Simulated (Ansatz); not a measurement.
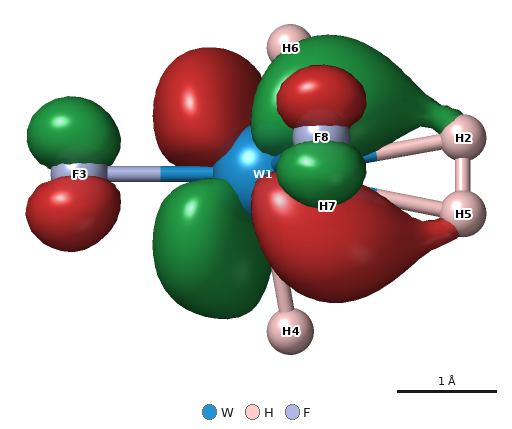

F2H5W (doublet). One frontier orbital at ±0.15 Å⁻³ᐟ² (green and red are the two phases), seen from one side.

Core potentials replace the inner electrons of W.

All numbers below come from UKS B3LYP-D4/def2-SVP (Ansatz 0.2.0).

The calculation's input:

```
crystal:
  periodic: [false, false, false]
  atoms:
    - { symbol: W, position_ang: [0.557077, 0.071008, 0.464867] }
    - { symbol: H, position_ang: [-1.093592, -0.516748, 0.660575] }
    - { symbol: F, position_ang: [2.411685, 0.186648, 0.232701] }
    - { symbol: H, position_ang: [-0.303042, 1.470475, 0.081786] }
    - { symbol: H, position_ang: [-1.320409, 0.265839, 0.433726] }
    - { symbol: H, position_ang: [0.021043, -1.523214, 0.317149] }
    - { symbol: H, position_ang: [-0.196028, -0.165488, -1.053568] }
    - { symbol: F, position_ang: [0.053267, 0.211481, 2.302764] }
magnetization:
  spin_polarized: true
  initial_magnetization: 1
basis:
  gaussian: { orbitals: def2-SVP }
hamiltonian:
  xc: b3lyp
  dispersion: d4
relax:
  f_tol: 0.03
  max_steps: 50
output:
  orbitals: {}
```

Run with:

```sh
ansatz run input.yaml --threads 2 --pin off --max-ram 3072MiB --backend cpu --events-out ev --progress --plain --runs-dir out
```

The fields are those of the run's last geometry, not of the input's.

Which orbital is it: HOMO (α) or LUMO (α)?

The HOMO (α), at −6.33 eV. It lies mainly on W1 (about 70 %), F3 (about 10 %) and F8 (about 5 %).
